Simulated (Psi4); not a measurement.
# SiNH2F2 (SMILES [NH][SiH](F)F) at U-wB97X-V/def2-SVPD

Aim: the energy change on altering one bond length of SiNH2F2 at U-wB97X-V/def2-SVPD, from 2 runs. 

Program for the calculation: Psi4 1.11.

3 further runs of the same task are left out: 3 set aside as unsound or not needed.

## (1) The system as given

SiNH2F2: 6 atoms, total charge 0, spin state doublet. SMILES: `[NH][SiH](F)F`. The coordinates come from a PBE0-D4/def2-TZVP relaxation. This is one conformer, not always the lowest.

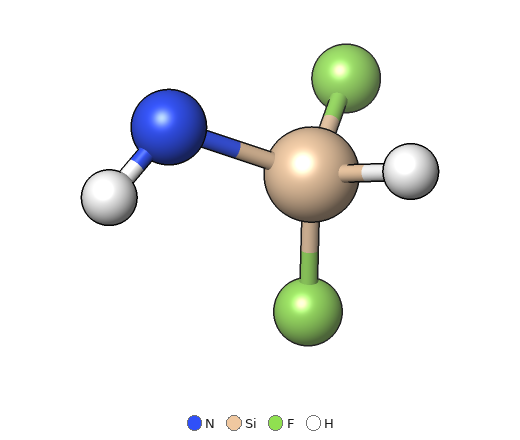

The structure, seen from a chosen angle (nitrogen blue, silicon light orange, fluorine green, hydrogen white).

## (2) A single-point energy at U-wB97X-V/def2-SVPD

run.py

```python
import numpy as np
from ase.calculators.psi4 import Psi4
from ase import Atoms

mol = Atoms(['N', 'Si', 'F', 'F', 'H', 'H'], positions=[
    [-0.025400, 1.001700, -0.903700],
    [0.188000, -0.244900, 0.273000],
    [1.578700, -0.941400, -0.004700],
    [-0.908600, -1.390200, 0.207400],
    [-0.977800, 1.156700, -1.236500],
    [0.187200, 0.354100, 1.618300],
])
calc = Psi4(atoms=mol, method='wb97x-v', basis='def2-SVPD', memory='2200MB', num_threads=1, charge=0, multiplicity=2, label='f2h2nsi', reference='uks')
calc.psi4.set_options({'puream': True, 'e_convergence': 1e-09, 'd_convergence': 1e-08, 'scf_type': 'pk', 'dft_radial_points': 99, 'dft_spherical_points': 590, 'maxiter': 100})
mol.calc = calc

print(f'energy: {mol.get_potential_energy():.6f} eV')
```

Run with:

```bash
$ python run.py
```

f2h2nsi.dat:

```text
[...]
  Running in c1 symmetry.
[...]
  Nuclear repulsion =  175.745953143268252
[...]
  Multiplicity = 2
[...]
  Nalpha       = 21
  Nbeta        = 20
[...]
    Number of basis functions: 106
[...]
   @UKS iter   1:  -544.63531714163798   -6.55164e-01   5.70099e-03 DIIS/ADIIS
[...]
   @UKS iter  17:  -544.80022832122461   -3.97904e-12   5.24420e-09 DIIS
[...]
   @S^2 Observed:                7.529734069E-01
[...]
    Orbital Energies [Eh]
    ---------------------
    Alpha Occupied:
       1A    -66.241787     2A    -24.788379     3A    -24.785535
       4A    -14.472400     5A     -5.488604     6A     -3.845150
       7A     -3.843012     8A     -3.840442     9A     -1.334981
      10A     -1.313106    11A     -0.995165    12A     -0.707207
      13A     -0.633981    14A     -0.619202    15A     -0.612543
      16A     -0.575584    17A     -0.563173    18A     -0.549974
      19A     -0.507020    20A     -0.455778    21A     -0.441438
    Alpha Virtual:
      22A      0.076364    23A      0.106171    24A      0.112698
      25A      0.133637    26A      0.166741    27A      0.176878
[...]
  @UKS Final Energy:  -544.80022832122461
   => Energetics <=
    Nuclear Repulsion Energy =            175.7459531432682525
    One-Electron Energy =               -1104.0706299851772201
    Two-Electron Energy =                 419.4401480214887670
    DFT Exchange-Correlation Energy =     -36.0855698018196662
    Empirical Dispersion Energy =           0.0000000000000000
    VV10 Nonlocal Energy =                  0.1698703010152728
    Total Energy =                       -544.8002283212246084
[...]
 Multipole Moments:
 ------------------------------------------------------------------------------------
     Multipole            Electronic (a.u.)      Nuclear  (a.u.)        Total (a.u.)
 ------------------------------------------------------------------------------------
 L = 1.  Multiply by 2.5417464519 to convert [e a0] to [Debye]
 Dipole X            :          0.7586149           -1.3705963           -0.6119814
 Dipole Y            :         -3.1833503            3.6106995            0.4273492
 Dipole Z            :         -0.0383507            0.1753524            0.1370017
 Magnitude           :                                                    0.7588926
[...]
```

The script printed:

```text
energy: -14824.769319 eV
```

It took 3.2 min on 1 thread of Intel Xeon Platinum 8259CL at 2.50GHz (Skylake/Cascade Lake), shared host; peak memory 1 GiB.

## (3) The distorted shape at the same level

f2h2nsi.py

```python
import psi4

psi4.set_memory(2200000000)
psi4.set_num_threads(1)
psi4.core.set_output_file('run.log', False)

m = psi4.geometry("""
0 2
N
Si 1 1.727476
F 2 2.0539 1 107.88634
F 2 1.586993 1 114.03339 3 -117.98876
H 1 1.020709 2 116.54767 4 26.58009
H 2 1.472628 4 109.32546 1 122.53041
symmetry c1
no_reorient
no_com
""")

psi4.set_options({
    'basis': 'def2-SVPD',
    'reference': 'uks',
    'puream': True,
    'e_convergence': 1e-09,
    'd_convergence': 1e-08,
    'scf_type': 'pk',
    'dft_radial_points': 99,
    'dft_spherical_points': 590,
    'maxiter': 100,
})

E, wfn = psi4.energy('wb97x-v', return_wfn=True)
print(f'wb97x-v energy: {E:.10f} Eh')
```

Run with:

```bash
$ python f2h2nsi.py
```

run.log:

```text
[...]
  Running in c1 symmetry.
[...]
  Nuclear repulsion =  161.757788543330037
[...]
  Multiplicity = 2
[...]
  Nalpha       = 21
  Nbeta        = 20
[...]
    Number of basis functions: 106
[...]
   @UKS iter   1:  -544.55433917187815   -9.12794e-01   6.05252e-03 ADIIS/DIIS
[...]
   @UKS iter  18:  -544.74239703919966   -4.09273e-12   9.70059e-09 DIIS
[...]
   @S^2 Observed:                7.531654748E-01
[...]
    Orbital Energies [Eh]
    ---------------------
    Alpha Occupied:
       1A    -66.285783     2A    -24.814489     3A    -24.727133
       4A    -14.496312     5A     -5.526800     6A     -3.883359
       7A     -3.881448     8A     -3.878667     9A     -1.348923
      10A     -1.200912    11A     -1.017554    12A     -0.715526
      13A     -0.639966    14A     -0.617399    15A     -0.606938
      16A     -0.551247    17A     -0.520690    18A     -0.477736
      19A     -0.474247    20A     -0.471264    21A     -0.460622
    Alpha Virtual:
      22A      0.040319    23A      0.066369    24A      0.091911
      25A      0.111946    26A      0.152938    27A      0.166566
[...]
  @UKS Final Energy:  -544.74239703919966
   => Energetics <=
    Nuclear Repulsion Energy =            161.7577885433300366
    One-Electron Energy =               -1076.1062393025126767
    Two-Electron Energy =                 405.4122305995210809
    DFT Exchange-Correlation Energy =     -35.9770223993911173
    Empirical Dispersion Energy =           0.0000000000000000
    VV10 Nonlocal Energy =                  0.1708455198531048
    Total Energy =                       -544.7423970391996590
[...]
 Multipole Moments:
 ------------------------------------------------------------------------------------
     Multipole            Electronic (a.u.)      Nuclear  (a.u.)        Total (a.u.)
 ------------------------------------------------------------------------------------
 L = 1.  Multiply by 2.5417464519 to convert [e a0] to [Debye]
 Dipole X            :         -1.7458768            1.8490650            0.1031882
 Dipole Y            :         -1.0079255            2.5418644            1.5339389
 Dipole Z            :          2.1965254           -2.7930169           -0.5964916
 Magnitude           :                                                    1.6490660
[...]
```

On the terminal:

```text
wb97x-v energy: -544.7423970392 Eh
```

Wall time 3.3 min (1 thread of Intel Xeon Platinum 8259CL at 2.50GHz (Skylake/Cascade Lake), shared host); peak memory 1 GiB.

## (4) Outcome

At U-wB97X-V/def2-SVPD:

| quantity | value |
| --- | --- |
| first shape: total energy | -544.80023 Eh |
| first shape: dipole moment | 1.93 D |
| first shape: HOMO energy (highest over α and β) | -11.45 eV |
| first shape: LUMO energy (lowest over α and β) | -2.12 eV |
| first shape: ⟨S²⟩ | 0.753 |
| distorted shape: total energy | -544.74240 Eh |
| distorted shape: dipole moment | 4.19 D |
| distorted shape: HOMO energy (highest over α and β) | -12.00 eV |
| distorted shape: LUMO energy (lowest over α and β) | -2.74 eV |
| distorted shape: ⟨S²⟩ | 0.753 |
| energy change with the Si2–F3 bond stretched from 1.580 to 2.054 Å | 1.574 eV |

With the Si2–F3 bond stretched from 1.580 to 2.054 Å the energy rises by 1.57 eV (152 kJ/mol). The first shape isn't relaxed at this level, so the change isn't measured from a minimum.
